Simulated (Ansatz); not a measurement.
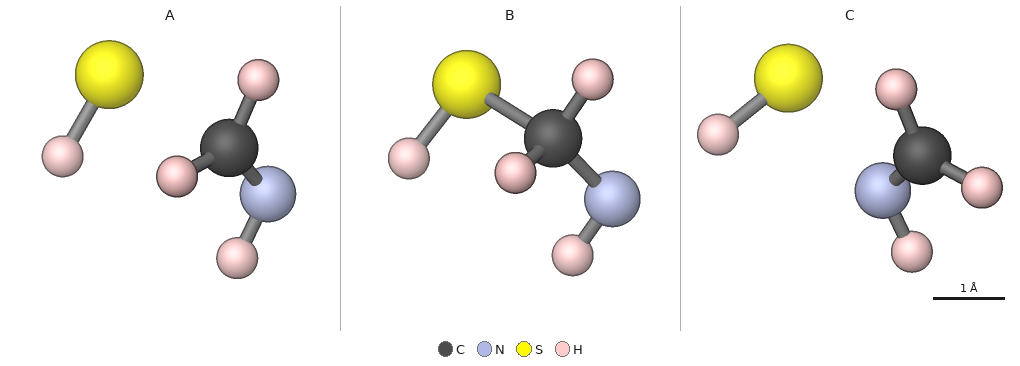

Three geometries of CH$_{4}$NS (multiplicity 2): a saddle point and the two minima that it joins, in shuffled order. The picture is a ball-and-stick view, seen at a tilt. Sticks join atoms that are closer than about 1.2 times the sum of their covalent radii (a little more with hydrogen).

Stationary points at PBE0-D4/def2-TZVP, single-point energies with wB97X-V, BLYP-D4, PBE-QIDH, B97M-V, B3LYP-D4, RPA@PBE (def2-TZVPP where no basis is named; Ansatz 0.2.0). The energies are electronic, without zero-point or thermal terms, and both ends are the minima reached downhill from the saddle, with any fragments still in contact.

Which frame is the transition state, what reaction does it lead through, and what barrier is to be expected?

Answer. Frame A is the saddle point. Counted by bonded pieces, C holds CH₃N + SH and B holds CH₄NS. From C over the saddle to B, a bond forms: C–S (3.38 → 2.47 → 1.83 Å). The saddle has one imaginary mode, 180i cm⁻¹. With wB97X-V the barrier is 24.9 kJ/mol from C and 46.7 kJ/mol from B, and B lies 21.8 kJ/mol below C.

```
   level  barrier from C (kJ/mol)  barrier from B (kJ/mol)  B less C (kJ/mol)
 wB97X-V                     24.9                     46.7              −21.8
 BLYP-D4                     20.5                     14.9                5.5
PBE-QIDH                     25.6                     55.2              −29.6
  B97M-V                     20.6                     40.6              −20.0
B3LYP-D4                     22.5                     28.0               −5.6
 RPA@PBE                     21.7                     28.7               −6.9
```

Limits of the set-up: the start holds two separate molecules, 2.6 Å apart at their closest, whose relative position is a soft coordinate.
